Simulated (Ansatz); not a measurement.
# C3H5F3O: small, medium and large basis sets

How large a basis does C3H5F3O need? Two functionals are run in growing sets.

Method: one geometry, several basis sets; program: Ansatz 0.2.0, Gaussian basis.

The runs, in order: PBE0-D4/def2-SVP; ωB97M-V/def2-SVP; PBE0-D4/def2-QZVPP; ωB97M-V/def2-QZVPP; the functionals' def2-TZVPP values are taken from earlier runs.

## 1. The relaxed structure

The geometry comes from an earlier relaxation with PBE0-D4 in a triple-zeta def2 set; it is a stationary point, not always the lowest conformer.

12 atoms, charge 0, spin multiplicity 1.

Atoms are counted from 1 here; the program's logs count them from 0.

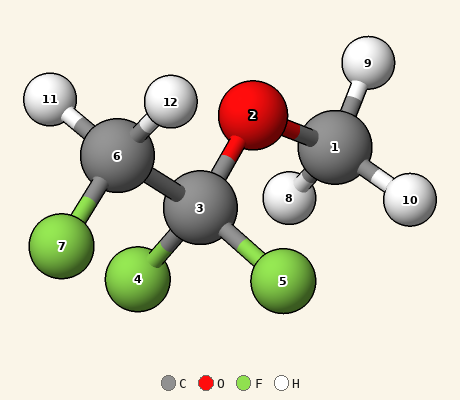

The structure; carbon grey, oxygen red, fluorine green, hydrogen white; atoms are numbered from 1 in the order of the file.

Coordinates:

```mol
C3H5F3O
  3D, bonds by distance, orders not assigned

 12 11  0  0  0  0  0  0  0  0999 V2000
   -1.4889    1.0941   -0.4109 C   0  0
   -0.4733    0.5261    0.4121 O   0  0
    0.3509   -0.3531   -0.1900 C   0  0
   -0.3362   -1.4015   -0.7132 F   0  0
    0.9944    0.2103   -1.2454 F   0  0
    1.3505   -0.8381    0.8401 C   0  0
    2.2064   -1.7390    0.2730 F   0  0
   -2.1534    0.3190   -0.7962 H   0  0
   -2.0469    1.7694    0.2333 H   0  0
   -1.0491    1.6533   -1.2383 H   0  0
    0.8069   -1.3151    1.6584 H   0  0
    1.9155    0.0197    1.2109 H   0  0
  1  2  8  0
  2  3  8  0
  3  4  8  0
  3  5  8  0
  3  6  8  0
  6  7  8  0
  1  8  8  0
  1  9  8  0
  1 10  8  0
  6 11  8  0
  6 12  8  0
M  END
```

## 2. PBE0-D4 in def2-SVP

Input file in.yaml:

```yaml
crystal:
  periodic: [false, false, false]
  atoms:
    - {symbol: C, position_ang: [-1.488863, 1.094053, -0.410898]}
    - {symbol: O, position_ang: [-0.473270, 0.526099, 0.412098]}
    - {symbol: C, position_ang: [0.350899, -0.353141, -0.189972]}
    - {symbol: F, position_ang: [-0.336224, -1.401514, -0.713209]}
    - {symbol: F, position_ang: [0.994357, 0.210304, -1.245360]}
    - {symbol: C, position_ang: [1.350493, -0.838098, 0.840139]}
    - {symbol: F, position_ang: [2.206410, -1.738959, 0.272976]}
    - {symbol: H, position_ang: [-2.153431, 0.318987, -0.796156]}
    - {symbol: H, position_ang: [-2.046876, 1.769386, 0.233269]}
    - {symbol: H, position_ang: [-1.049079, 1.653288, -1.238320]}
    - {symbol: H, position_ang: [0.806936, -1.315136, 1.658418]}
    - {symbol: H, position_ang: [1.915549, 0.019731, 1.210917]}
basis:
  gaussian: {orbitals: def2-SVP}
hamiltonian: {xc: pbe0, dispersion: d4}
output: {orbitals: {seedname: orbitals}}
```

The run is started by

```
ansatz run in.yaml --threads 4 --pin off --events-out ev --progress --plain --max-ram 11315MiB
```

The log of the run:

```text
Functional definition: PBE0
  name "PBE0"
  cite "Adamo & Barone, J. Chem. Phys. 110, 6158 (1999) doi:10.1063/1.478522"
  cite "Perdew, Burke & Ernzerhof, Phys. Rev. Lett. 77, 3865 (1996) doi:10.1103/PhysRevLett.77.3865"
  parent pbe
  parameter a = 0.25
  parameter kappa = 0.804
  parameter beta = 0.06672455060314922
  exchange = (1 - a)*pbe_x(kappa = kappa, mu = beta*pi^2/3) + a*exact_x
  correlation = pbe_c(beta = beta)
1351 factors; their error is unknown
mean field evaluation 1: about -13362.3606 eV, gradient 4.6e1 eV
mean field evaluation 2: about -13361.6552 eV, gradient 5.2e1 eV
mean field evaluation 4: about -13366.2490 eV, gradient 1.6e0 eV
mean field evaluation 8: about -13366.2549 eV, gradient 3.4e-2 eV
mean field evaluation 16: about -13366.2585 eV, gradient 4.5e-5 eV
mean field -13366.25846025 eV, -491.2009384388 hartree, gradient 4.5e-5 eV, S^2 0.000000; 0 other end points of the search recorded, 0 dependent functions left out
reference -13366.25848320 eV, -491.2009392821 hartree; 29, 29 occupied and 94, 94 virtual orbitals, 1351 factors
Total energy: -13366.43248736 eV, -491.2073338173 hartree
```

It took 0.7 s on 4 threads of Intel Xeon 6975P-C, shared host.

## 3. ωB97M-V in def2-SVP

Changes to in.yaml since step 2:

```diff
@@ -17,3 +17,3 @@
   gaussian: {orbitals: def2-SVP}
-hamiltonian: {xc: pbe0, dispersion: d4}
+hamiltonian: {xc: {name: wB97M-V}}
 output: {orbitals: {seedname: orbitals}}
```

Same command.

The log of the run, cut to the lines that bear on the results:

```text
Functional definition: wB97M-V
  name "wB97M-V"
  cite "Mardirossian & Head-Gordon, J. Chem. Phys. 144, 214110 (2016) doi:10.1063/1.4952647"
  cite "Becke, J. Chem. Phys. 107, 8554 (1997) doi:10.1063/1.475007"
  cite "Vydrov & Van Voorhis, J. Chem. Phys. 133, 244103 (2010) doi:10.1063/1.3521275"
  # Of w^i u^j: cxij and so on, Table III.
[...]
  gx(w, u) = 1 - cx + cx01*u + cx10*w
  gss(w, u) = css00 + css04*u^4 + css10*w + css20*w^2 + css43*w^4*u^3
  gos(w, u) = cos00 + cos10*w + (cos20 + cos21*u)*w^2 + (cos60 + cos61*u)*w^6
[...]
      + integral(e_c_pw_mod_opposite_spin*gos(b97_w_opposite, b97_u_opposite)) + vv10(b, c)
1351 factors; their error is unknown
278 factors; integrals over basis functions are off by at most 7.3e-6 eV
[...]
mean field -13375.62392353 eV, -491.5451128662 hartree, gradient 7.1e-5 eV, S^2 0.000000; 0 other end points of the search recorded, 0 dependent functions left out
reference -13375.62395843 eV, -491.5451141486 hartree; 29, 29 occupied and 94, 94 virtual orbitals, 1351 factors
Total energy: -13375.62395843 eV, -491.5451141486 hartree
```

Run time: 2.1 s. Hardware: 4 threads of Intel Xeon 6975P-C, shared host.

## 4. PBE0-D4 in def2-QZVPP

Changes to in.yaml since step 3:

```diff
@@ -16,4 +16,4 @@
 basis:
-  gaussian: {orbitals: def2-SVP}
-hamiltonian: {xc: {name: wB97M-V}}
+  gaussian: {orbitals: "def2-QZVPP.json"}
+hamiltonian: {xc: pbe0, dispersion: d4}
 output: {orbitals: {seedname: orbitals}}
```

The command is unchanged.

The log of the run:

```text
Functional definition: PBE0
  name "PBE0"
  cite "Adamo & Barone, J. Chem. Phys. 110, 6158 (1999) doi:10.1063/1.478522"
  cite "Perdew, Burke & Ernzerhof, Phys. Rev. Lett. 77, 3865 (1996) doi:10.1103/PhysRevLett.77.3865"
  parent pbe
  parameter a = 0.25
  parameter kappa = 0.804
  parameter beta = 0.06672455060314922
  exchange = (1 - a)*pbe_x(kappa = kappa, mu = beta*pi^2/3) + a*exact_x
  correlation = pbe_c(beta = beta)
1570 factors; their error is unknown
mean field evaluation 1: about -13377.4218 eV, gradient 5.6e1 eV
mean field evaluation 2: about -13376.4891 eV, gradient 6.2e1 eV
mean field evaluation 4: about -13382.8441 eV, gradient 2.6e0 eV
mean field evaluation 8: about -13382.8561 eV, gradient 4.6e-2 eV
mean field evaluation 16: about -13382.8558 eV, gradient 4.8e-5 eV
mean field -13382.85577790 eV, -491.8108786123 hartree, gradient 4.8e-5 eV, S^2 0.000000; 0 other end points of the search recorded, 0 dependent functions left out
reference -13382.85581339 eV, -491.8108799167 hartree; 29, 29 occupied and 520, 520 virtual orbitals, 1570 factors
Total energy: -13383.02981756 eV, -491.8172744518 hartree
```

Run time: 6 s. Hardware: 4 threads of Intel Xeon 6975P-C, shared host; peak memory 2.2 GiB.

## 5. ωB97M-V in def2-QZVPP

Changes to in.yaml since step 4:

```diff
@@ -17,3 +17,3 @@
   gaussian: {orbitals: "def2-QZVPP.json"}
-hamiltonian: {xc: pbe0, dispersion: d4}
+hamiltonian: {xc: {name: wB97M-V}}
 output: {orbitals: {seedname: orbitals}}
```

Same command.

The log of the run, cut to the lines that bear on the results:

```text
Functional definition: wB97M-V
  name "wB97M-V"
  cite "Mardirossian & Head-Gordon, J. Chem. Phys. 144, 214110 (2016) doi:10.1063/1.4952647"
  cite "Becke, J. Chem. Phys. 107, 8554 (1997) doi:10.1063/1.475007"
  cite "Vydrov & Van Voorhis, J. Chem. Phys. 133, 244103 (2010) doi:10.1063/1.3521275"
  # Of w^i u^j: cxij and so on, Table III.
[...]
  gx(w, u) = 1 - cx + cx01*u + cx10*w
  gss(w, u) = css00 + css04*u^4 + css10*w + css20*w^2 + css43*w^4*u^3
  gos(w, u) = cos00 + cos10*w + (cos20 + cos21*u)*w^2 + (cos60 + cos61*u)*w^6
[...]
      + integral(e_c_pw_mod_opposite_spin*gos(b97_w_opposite, b97_u_opposite)) + vv10(b, c)
1570 factors; their error is unknown
367 factors; integrals over basis functions are off by at most 6.9e-6 eV
[...]
mean field -13392.61069427 eV, -492.1693651768 hartree, gradient 1.5e-5 eV, S^2 0.000000; 0 other end points of the search recorded, 0 dependent functions left out
reference -13392.61075013 eV, -492.1693672297 hartree; 29, 29 occupied and 520, 520 virtual orbitals, 1570 factors
Total energy: -13392.61075013 eV, -492.1693672297 hartree
```

Wall time 12 s (4 threads of Intel Xeon 6975P-C, shared host); peak memory 2.6 GiB.

## 6. Functionals by basis

The def2-TZVPP values come from earlier runs at the same geometry.

```
functional       basis  functions  energy (eV)  from the largest (eV)  HOMO (eV)  LUMO (eV)
   PBE0-D4    def2-SVP        123  -13366.4325                 16.597      -9.05       2.06
   PBE0-D4  def2-TZVPP        287  -13382.3334                  0.696      -9.15       1.37
   PBE0-D4  def2-QZVPP        549  -13383.0298                  0.000      -9.19       0.78
   ωB97M-V    def2-SVP        123  -13375.6240                 16.987     -11.47       3.76
   ωB97M-V  def2-TZVPP        287  -13391.9460                  0.665     -11.59       2.87
   ωB97M-V  def2-QZVPP        549  -13392.6108                  0.000     -11.63       1.89
```

## 7. Results

| quantity | value |
| --- | --- |
| PBE0-D4: double and triple zeta above quadruple | 16.60, 0.70 eV |
| ωB97M-V: double and triple zeta above quadruple | 16.99, 0.66 eV |

**Reading.** PBE0-D4 gains 15.90 eV from double to triple zeta, then 0.70 eV more. Total energies overstate the basis error of differences, where much of it tends to cancel. The LUMO of ωB97M-V is positive and keeps falling with the basis (3.76 to 1.89 eV): an unbound level that the basis holds in place.

For PBE0-D4 the largest set took about 9 times as long as the smallest (6 s against 0.7 s).
